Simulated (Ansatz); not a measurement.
# AlCl3H2O2: what the fields show

```yaml
atoms:
  - { symbol: Al, position_ang: [-0.3665, -0.7846, -0.1779] }
  - { symbol: Cl, position_ang: [-2.0787, 0.9215, -0.6143] }
  - { symbol: Cl, position_ang: [-0.0456, -1.8274, -1.9543] }
  - { symbol: Cl, position_ang: [-1.0169, -1.8235, 1.5038] }
  - { symbol: H, position_ang: [-1.0031, 1.5133, -0.0943] }
  - { symbol: O, position_ang: [0.5183, 0.7254, 0.0509] }
  - { symbol: O, position_ang: [1.6312, 0.4819, 0.9181] }
  - { symbol: H, position_ang: [2.3614, 0.7933, 0.3682] }
```

A transition-state structure; geometry: PBE0-D4/def2-TZVP.

Theory: RKS PBE0-D4/def2-TZVPP in Ansatz 0.2.0.

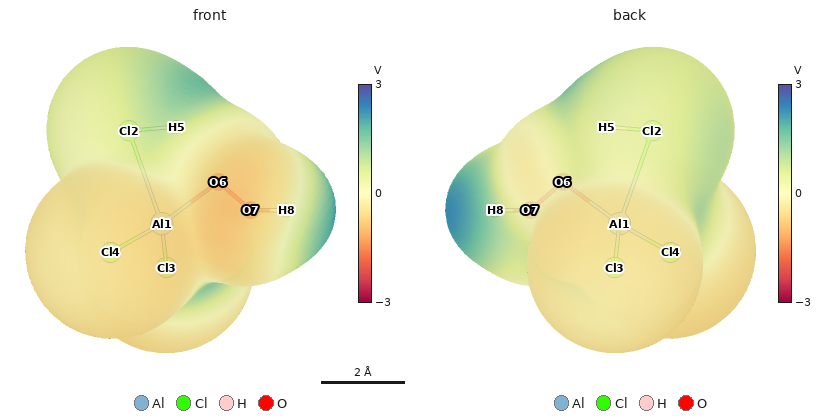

Figure 1. The electrostatic potential painted on the density surface at 0.001 e/bohr³, seen from the front and from behind; the colour scale runs from red (negative) to blue (positive).

**Describe the electrostatic potential map.**

The most negative region (about −0.9 V, or −21 kcal/mol for a unit charge) lies over O7, the most positive (about +2.3 V, or +53 kcal/mol for a unit charge) over H8.

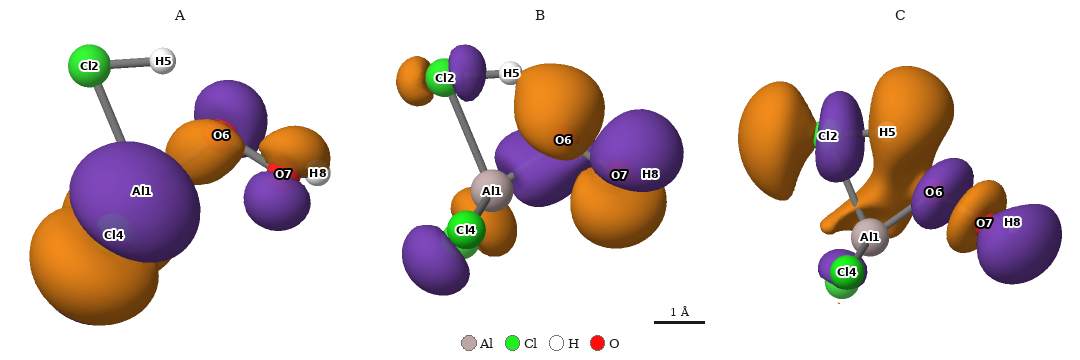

Figure 2. Three frontier orbitals at ±0.08 Å⁻³ᐟ² (orange and purple are the two phases), in no order.

**Which picture is the HOMO−1, the HOMO and the LUMO?**

A is the HOMO−1 (−8.99 eV). Its weight (Hirshfeld) is mainly on Cl4 (about 50 %), Cl3 (about 30 %) and O6 (about 5 %); largely a combination of lone pairs on Cl4, Cl3 and O6. B is the HOMO (−8.33 eV). Its weight (Hirshfeld) is mainly on O7 (about 45 %), O6 (about 35 %) and Cl3 (about 5 %); π-antibonding (π*) across O7–O6. C is the LUMO (−0.46 eV). By Hirshfeld shares it lies mainly on Cl2 (about 25 %), O7 (about 20 %), O6 (about 20 %), H5 (about 15 %) and Al1 (about 10 %).

**What is the HOMO–LUMO gap?**

7.87 eV between the orbital energies.

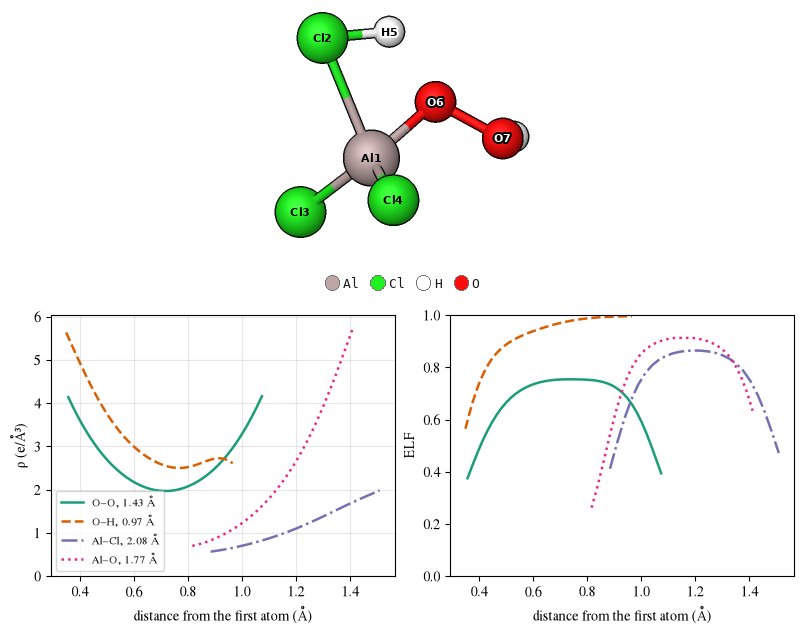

Figure 3. Total electron density and electron localisation function along straight lines between neighbouring atoms. The curves leave out the atomic cores. The structure is drawn too.

**What can be read from the curves?**

O–O (1.43 Å): ρ is about 2 e/Å³ halfway; the ELF peaks at about 0.75 between the atoms, as expected for a shared electron pair.
O–H (0.97 Å): ρ is about 3.9 e/Å³ halfway; the ELF climbs to about 1 towards the hydrogen, as it does in any bond to H: an ordinary covalent bond to hydrogen.
Al–Cl (2.08 Å): ρ at the midpoint is about 0.77 e/Å³; the ELF peaks at about 0.85 in the valence shell of Cl, 0.9 Å from its nucleus, and is about 0.80 at the midpoint.
Al–O (1.77 Å): the density is about 0.82 e/Å³ at the midpoint; the ELF peaks at about 0.90 in the valence shell of O, 0.6 Å from its nucleus, and is about 0.55 at the midpoint.
